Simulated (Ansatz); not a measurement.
# HOF (hypofluorous acid) at r2SCAN0/aug-cc-pVTZ

Aim: the electronic atomisation energy of HOF (hypofluorous acid) at r2SCAN0/aug-cc-pVTZ, from 4 runs. 

The results are computed with Ansatz 0.2.0.

48 further runs of the same task are left out: 48 set aside as unsound or not needed.

## (1) The system as given

HOF: 3 atoms, total charge 0, spin state singlet. SMILES: `OF`. The coordinates come from a PBE0-D4/def2-TZVP relaxation.

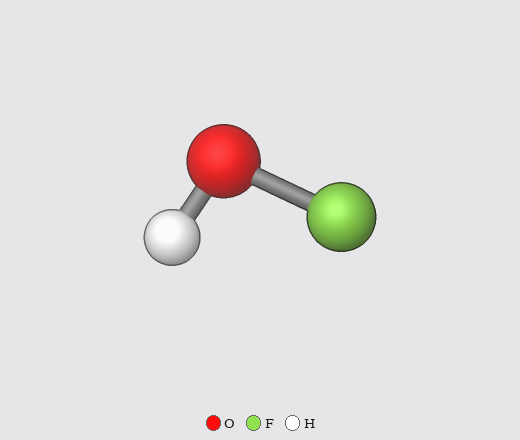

The structure, seen from a chosen angle (oxygen red, fluorine green, hydrogen white).

## (2) A single-point energy at r2SCAN0/aug-cc-pVTZ

Contents of molecule.yaml:

```yaml
crystal:
  periodic: [false, false, false]
  atoms:
    - {symbol: O, position_ang: [0.430590, -0.210340, 0.216330]}
    - {symbol: F, position_ang: [-0.221910, 1.014620, -0.010980]}
    - {symbol: H, position_ang: [-0.208690, -0.804280, -0.205350]}
basis:
  gaussian:
    orbitals: aug-cc-pVTZ
hamiltonian:
  xc: {name: r2SCAN0}
accuracy: high
output: {orbitals: {seedname: orbitals}}
```

Started as:

```bash
ansatz run molecule.yaml --threads 1 --pin off --max-ram 3480MiB --events-out events.jsonl --progress --plain --runs-dir runs
```

Log:

```text
Warning: RAYON_NUM_THREADS=1 ignored (pool sized by the plan → 1); use --threads N
Functional definition: r2SCAN0
  name "r2SCAN0"
  parameter a = 0.25
  parameter k0 = 0.174
  parameter k1 = 0.065
  parameter a1 = 4.9479
  exchange = (1 - a)*r2scan_x(k0 = k0, k1 = k1, a1 = a1) + a*exact_x
  correlation = r2scan_c
1764 factors; integrals over basis functions are off by at most 3.3e-9 eV
mean field evaluation 1: about -4774.6660 eV, gradient 2.6e1 eV
mean field evaluation 2: about -4774.3018 eV, gradient 2.9e1 eV
mean field evaluation 4: about -4775.6067 eV, gradient 1.6e0 eV
mean field evaluation 8: about -4775.6114 eV, gradient 2.7e-2 eV
mean field evaluation 16: about -4775.6114 eV, gradient 1.7e-6 eV
mean field -4775.61142838 eV, -175.5004829674 hartree, gradient 8.6e-8 eV, S^2 0.000000; 0 other end points of the search recorded, 0 dependent functions left out
reference -4775.61142917 eV, -175.5004829962 hartree; 9, 9 occupied and 106, 106 virtual orbitals, 1764 factors
Total energy: -4775.61142917 eV, -175.5004829962 hartree
```

Wall time 5.7 s (1 thread of Arm Neoverse V2, shared host); peak memory 0.29 GiB.

## (3) The F atom

Contents of in.yaml:

```yaml
crystal:
  periodic: [false, false, false]
  atoms:
    - {symbol: F, position_ang: [0.000000, 0.000000, 0.000000]}
basis:
  gaussian: {orbitals: aug-cc-pVTZ}
magnetization: {spin_polarized: true, initial_magnetization: 1}
hamiltonian: {xc: {name: r2SCAN0}}
accuracy: high
```

Run the same way, it converges to -99.71660 Eh (log not shown).

## (4) The H atom

Contents of job.yaml:

```yaml
crystal:
  periodic: [false, false, false]
  atoms:
    - {symbol: H, position_ang: [0.000000, 0.000000, 0.000000]}
basis:
  gaussian:
    orbitals: aug-cc-pVTZ
magnetization:
  spin_polarized: true
  initial_magnetization: 1
hamiltonian:
  xc: {name: r2SCAN0}
accuracy: high
```

Run the same way, it converges to -0.49992 Eh (log not shown).

## (5) The O atom, same level

Contents of job.yaml:

```yaml
crystal:
  periodic: [false, false, false]
  atoms:
    - {symbol: O, position_ang: [0.000000, 0.000000, 0.000000]}
basis:
  gaussian:
    orbitals: aug-cc-pVTZ
magnetization:
  spin_polarized: true
  initial_magnetization: 2
hamiltonian:
  xc: {name: r2SCAN0}
accuracy: high
```

Started as:

```bash
ansatz run job.yaml --threads 1 --pin off --max-ram 3480MiB --events-out events.jsonl --progress --plain --runs-dir runs
```

Log (excerpt; [...] marks lines left out):

```text
Warning: RAYON_NUM_THREADS=1 ignored (pool sized by the plan → 1); use --threads N
[... 8 set-up lines as earlier in the session ...]
490 factors; integrals over basis functions are off by at most 2.0e-9 eV
mean field evaluation 1: about -2042.1603 eV, gradient 7.9e0 eV
mean field evaluation 2: about -2042.2980 eV, gradient 2.8e0 eV
mean field evaluation 4: about -2042.3237 eV, gradient 7.7e-2 eV
mean field evaluation 8: about -2042.3253 eV, gradient 2.5e-3 eV
mean field evaluation 16: about -2042.3253 eV, gradient 6.9e-8 eV
mean field -2042.32529449 eV, -75.0540702348 hartree, gradient 6.9e-8 eV, S^2 2.006001; 0 other end points of the search recorded, 0 dependent functions left out
reference -2042.32529721 eV, -75.0540703346 hartree; 5, 3 occupied and 41, 43 virtual orbitals, 490 factors
Total energy: -2042.32529721 eV, -75.0540703346 hartree
```

Wall time 1.4 s (1 thread of Arm Neoverse V2, shared host); peak memory 0.11 GiB.

## (6) Outcome

At r2SCAN0/aug-cc-pVTZ:

| quantity | value |
| --- | --- |
| molecule: total energy | -175.50048 Eh |
| molecule: HOMO energy | -9.59 eV |
| molecule: LUMO energy | -0.93 eV |
| molecule: HOMO–LUMO gap | 8.66 eV |
| F atom: total energy | -99.71660 Eh |
| F atom: ⟨S²⟩ | 0.753 |
| H atom: total energy | -0.49992 Eh |
| H atom: ⟨S²⟩ | 0.750 |
| O atom: total energy | -75.05407 Eh |
| O atom: ⟨S²⟩ | 2.006 |
| electronic atomisation energy | 6.256 eV |

In words: Taking the molecule apart into free atoms costs 6.26 eV (604 kJ/mol), before zero-point energy and without spin-orbit coupling.
